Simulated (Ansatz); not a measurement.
A series of calculations on C₂H₈BClO₂

## 1. Relaxation

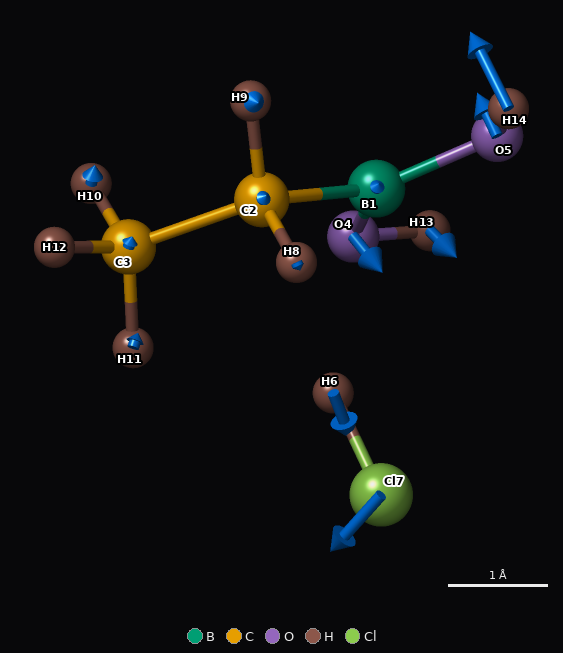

A relaxation of C$_{2}$H$_{8}$BClO$_{2}$. The starting structure is drawn; blue arrows show the displacements, at their true length. The two geometries are superimposed by the best rigid fit.

A ball-and-stick model, seen at a tilt.

The run prepares an end point of a later path (reaction) calculation, from a guessed geometry.

The calculation used Ansatz 0.2.0, RKS PBE0-D4/def2-SVP. (no spin polarisation; force threshold 0.03 eV/Å; at most 50 steps)

### Describe the change and its energy.

After 19 accepted moves (21 points after the start) the energy has fallen by 0.223 eV. Largest force component: 0.8 eV/Å at the start, 0.029 eV/Å at the end. The line search rejected the trial steps at points 6, 20 of the run. The forces were under the threshold at step 14, but the run went on from there. H14 moves most after the best rigid fit: 0.93 Å. Largest moves by element: H 0.93 Å, Cl 0.88 Å, O 0.57 Å, C 0.13 Å, B 0.11 Å. Near-neighbour distances that change, for instance: B1–C2 1.589 → 1.574 Å, B1–O4 1.366 → 1.376 Å, H6–Cl7 1.315 → 1.310 Å. Bond angles that change, for instance: B1–C2–H9 106.8° → 110.2°, B1–C2–H8 108.4° → 106.1°. Groups turn about B1–C2 by about 30°. The run took 87 s on 4 threads of Arm Neoverse N1 (shared host), peak memory 0.33 GiB.

## 2. Relaxation

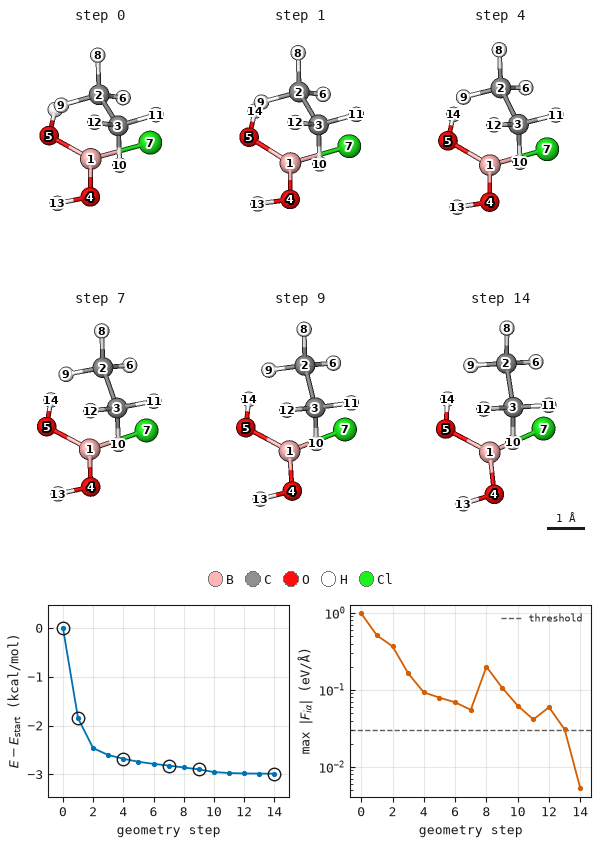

Frames of a relaxation of C₂H₈BClO₂, marked on the history of the run. The picture is a ball-and-stick view, seen from a free direction.

The run prepares an end point of a later path (reaction) calculation, from a guessed geometry.

Method: RKS PBE0-D4/def2-SVP in Ansatz 0.2.0. Set-up: no spin polarisation; force threshold 0.03 eV/Å; at most 50 steps.

Describe the path.

Over 14 geometry steps the energy falls by 2.99 kcal/mol. The largest force component goes from 0.98 to 0.0053 eV/Å. H9 moves most after the best rigid fit: 0.68 Å. Largest moves by element: H 0.68 Å, O 0.47 Å, C 0.46 Å, B 0.30 Å, Cl 0.24 Å. Near-neighbour distances that change, for instance: B1–Cl7 1.830 → 1.776 Å, C2–H6 1.086 → 1.101 Å, B1–O4 1.344 → 1.348 Å. The run took 59 s on 4 threads of Arm Neoverse N1, with other jobs on the host, peak memory 0.32 GiB. From step 0 to 1: B1 moves most (0.19 Å), energy −1.85 kcal/mol. From step 1 to 4: H6 moves most (0.21 Å), energy −0.83 kcal/mol. From step 4 to 7: H9 moves most (0.19 Å), energy −0.14 kcal/mol. From step 7 to 9: H14 moves most (0.18 Å), energy −0.08 kcal/mol. From step 9 to 14: H14 moves most (0.19 Å), energy −0.09 kcal/mol.

```tsv
step	E − E(0), kcal/mol	largest force component, eV/Å
0	0.00	0.9845
1	-1.85	0.5117
2	-2.46	0.3689
3	-2.60	0.1643
4	-2.68	0.0929
5	-2.74	0.0795
6	-2.79	0.0691
7	-2.82	0.0552
8	-2.86	0.2002
9	-2.90	0.1072
10	-2.95	0.0625
11	-2.97	0.0414
12	-2.98	0.0597
13	-2.98	0.0307
14	-2.99	0.0053
```

Limits of the set-up: the start holds two separate molecules, 2.4 Å apart at their closest, whose relative position is a soft coordinate.

## 3. Path

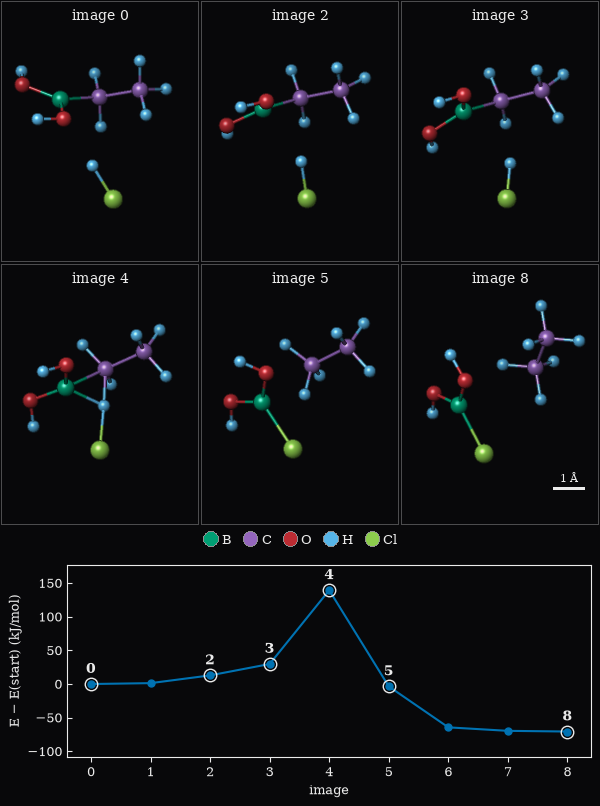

A search for the minimum-energy path of C$_{2}$H$_{8}$BClO$_{2}$ by the nudged elastic band. Images are numbered from 0 (start) to 8 (end). The picture is a ball-and-stick view, seen from a free direction.

Method: RKS PBE0-D4/def2-SVP (Ansatz). Run with 7 movable images; climbing image; force threshold 0.05 eV/Å; iteration limit 60; starting path through a guess of the saddle point.

Q: Describe the mechanism and the energy profile.

A: Forward barrier 139.4 kJ/mol, backward barrier 210.0 kJ/mol, with image 4 at the top; the reaction energy is −70.6 kJ/mol. Breaking: B–C (1.57 → 3.54 Å), Cl–H (1.31 → 3.16 Å). Forming: B–Cl (3.77 → 1.78 Å), C–H (3.07 → 1.10 Å). The band converged in 15 iterations, with a climbing image at the top. At the top, the vibrational analysis gives one imaginary mode (780i cm⁻¹), as a transition state must have.
